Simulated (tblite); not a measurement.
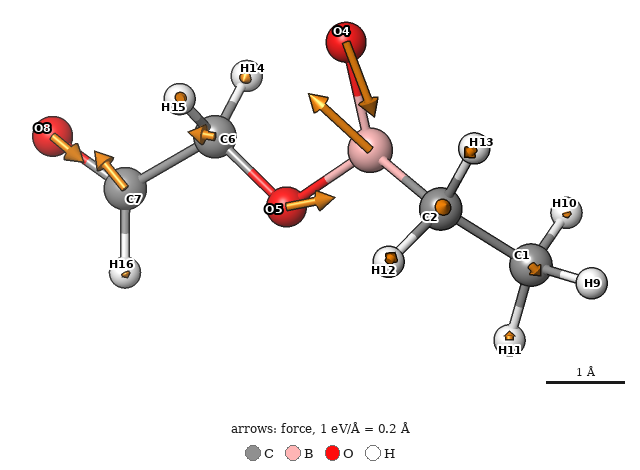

Starting geometry of C$_{4}$H$_{8}$BO$_{3}$ (multiplicity 2) with the computed forces as orange arrows. A ball-and-stick model, seen at a tilt.

Method: tblite 0.8.0, GFN2-xTB geometry optimisation, gas phase. 

Is this structure relaxed? If not, where do the atoms go?

It isn't relaxed: the largest force vector, on the B atom, is 5.64 eV/Å. The final displacements have little in common with the starting forces (cosine between the two patterns 0.24). The energy falls by 39.5 kcal/mol in 78 geometry steps. The largest move after the best rigid fit is that of an H atom, 0.82 Å. Largest moves by element: H 0.82 Å, O 0.77 Å, B 0.42 Å, C 0.32 Å. Some distances before and after: B–O 1.462 → 1.246 Å, B–C 1.619 → 1.760 Å, B–O 1.468 → 1.370 Å, C–O 1.241 → 1.197 Å. Among the angles between lasting bonds that change: O–B–O 114.8° → 140.1°, C–B–O 119.7° → 106.6°, B–O–C 108.5° → 119.2°. The run took 0.37 s on 1 thread of Arm Neoverse V2 (shared host).
